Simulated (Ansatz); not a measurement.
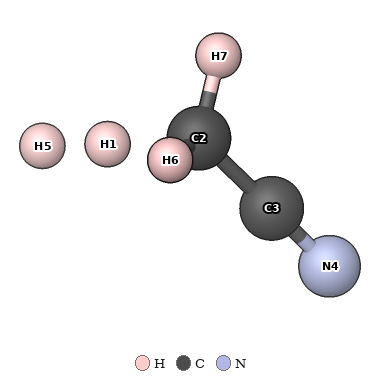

The system is the reacting system C2H4N (fragments C₂H₃N + H where the first distance is long, H₂ + C₂H₂N where the second is long), spin multiplicity 2; the picture shows the reference structure. 
- The first coordinate is: distance H1–H5 (bond that forms); the second: distance H1–C2 (bond that breaks).
- Relaxed at each point: all other coordinates.
- Grid: 12 × 12 points.
- Points are written as (first, second).
- Energies are in eV, from a guessed transition structure relaxed with its forming and breaking bonds held.
- In part of the range the unrestricted reference is strongly spin-contaminated.
- All numbers below come from Ansatz, UKS PBE0-D4/def2-SVP.

Its coordinates:

```json
{"atom": "H", "x (Å)": "-0.9530", "y (Å)": "0.6103", "z (Å)": "-0.2194"}
{"atom": "C", "x (Å)": "0.3693", "y (Å)": "0.3042", "z (Å)": "0.1200"}
{"atom": "C", "x (Å)": "0.5055", "y (Å)": "-1.1101", "z (Å)": "0.0665"}
{"atom": "N", "x (Å)": "0.5850", "y (Å)": "-2.2680", "z (Å)": "0.0122"}
{"atom": "H", "x (Å)": "-1.8679", "y (Å)": "0.8671", "z (Å)": "-0.4513"}
{"atom": "H", "x (Å)": "0.4399", "y (Å)": "0.7418", "z (Å)": "1.1222"}
{"atom": "H", "x (Å)": "0.9211", "y (Å)": "0.8548", "z (Å)": "-0.6502"}
```

Range: distance H1–H5 (bond that forms) from 0.666 to 2.466 Å; distance H1–C2 (bond that breaks) from 0.963 to 2.763 Å.

What landscape does the calculation give?

Answer. The lowest grid point is at (0.756 Å, 2.763 Å), −0.55 eV from a guessed transition structure relaxed with its forming and breaking bonds held. It lies in a valley that leaves the map towards separated partners. The highest grid point, (2.466 Å, 2.763 Å), lies 4.29 eV above the lowest. On the interpolated surface the lowest path from the side where the first distance is long, about (2.47 Å, 1.09 Å), to the side where the second distance is long, (0.756 Å, 2.763 Å), has its top at about (0.95 Å, 1.36 Å), about 0.37 eV above the start and 0.52 eV above the end.

```tsv
second ↓, first →	0.666	0.756	0.880	1.021	1.174	1.338	1.510	1.689	1.875	2.067	2.264	2.466
2.763	−0.35	−0.55	−0.36	0.18	0.91	1.70	2.47	3.03	3.38	3.58	3.69	3.75
2.561	−0.34	−0.54	−0.35	0.18	0.90	1.69	2.43	2.98	3.32	3.51	3.63	3.69
2.364	−0.31	−0.51	−0.34	0.19	0.89	1.66	2.37	2.88	3.21	3.40	3.51	3.57
2.172	−0.26	−0.47	−0.31	0.20	0.88	1.61	2.26	2.73	3.02	3.20	3.30	3.36
1.986	−0.17	−0.40	−0.26	0.21	0.85	1.51	2.06	2.45	2.69	2.83	2.91	2.95
1.807	−0.04	−0.30	−0.20	0.21	0.77	1.31	1.74	2.01	2.17	2.25	2.29	2.31
1.635	0.16	−0.15	−0.13	0.18	0.60	0.98	1.25	1.41	1.50	1.54	1.56	1.57
1.471	0.43	0.04	−0.06	0.09	0.32	0.53	0.67	0.74	0.78	0.80	0.81	0.81
1.318	0.80	0.29	0.02	−0.02	0.03	0.09	0.12	0.14	0.14	0.14	0.14	0.14
1.177	1.31	0.66	0.20	−0.03	−0.13	−0.20	−0.24	−0.27	−0.29	−0.30	−0.31	−0.31
1.053	2.09	1.30	0.66	0.27	0.03	−0.12	−0.21	−0.28	−0.32	−0.34	−0.35	−0.35
0.963	3.03	2.13	1.37	0.87	0.55	0.34	0.21	0.12	0.07	0.04	0.03	0.02
```

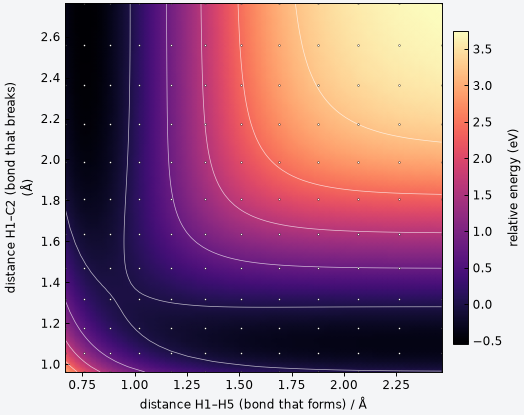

In the figure: a smooth colour map with a few white contour lines, dots at the grid points. Between grid points the surface is interpolated.

Each point was launched as `ansatz run input.yaml --threads 1 --pin off --max-ram 2560MiB --backend cpu --events-out ev --progress --plain --runs-dir out`. The whole map (144 points run) took 47 min on 1 thread of Arm Neoverse V1, on a shared host.
